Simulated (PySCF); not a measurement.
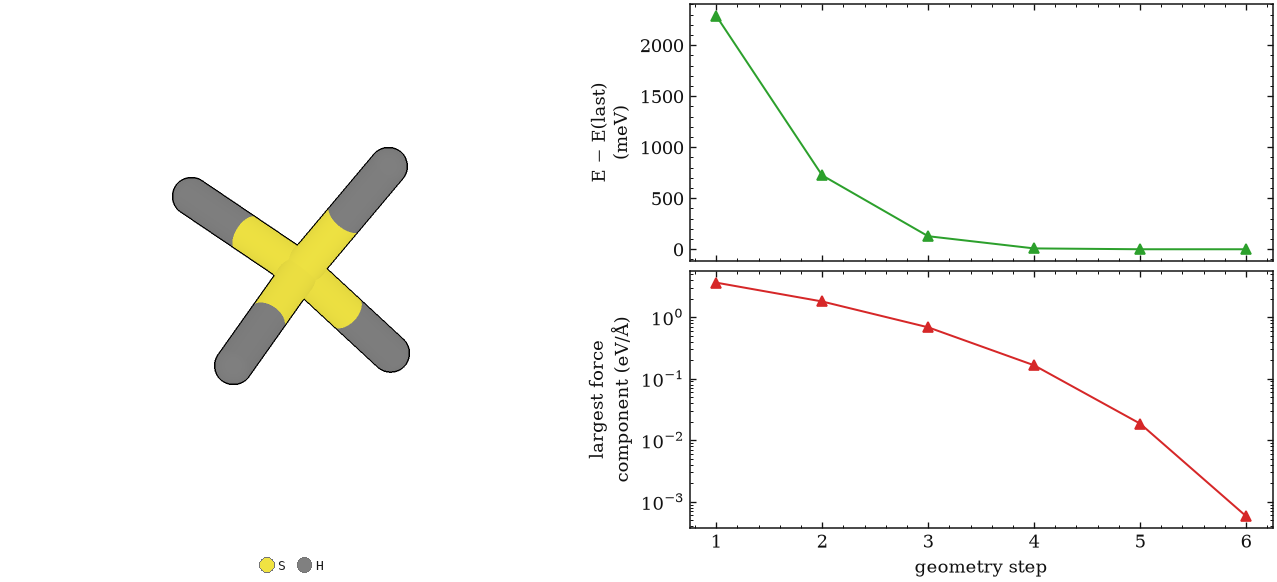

Beside the plot: the molecule at the start.

History of a geometry optimisation. The start has point group Td, which is kept. A held symmetry can leave a saddle point.

System: SH4 molecule.
Method: RKS-based r2SCAN, S def2-TZVP, H def2-TZVP; non-relativistic Hamiltonian; density fitting in PySCF.

### How did the optimisation end?

The optimisation met its thresholds at geometry 6, counting the start as the first. The energy fell by about 2300 meV from the first step to the last. The largest force component goes from about 3.6 eV/Å at the start to 6 × 10⁻⁴ eV/Å at the end.
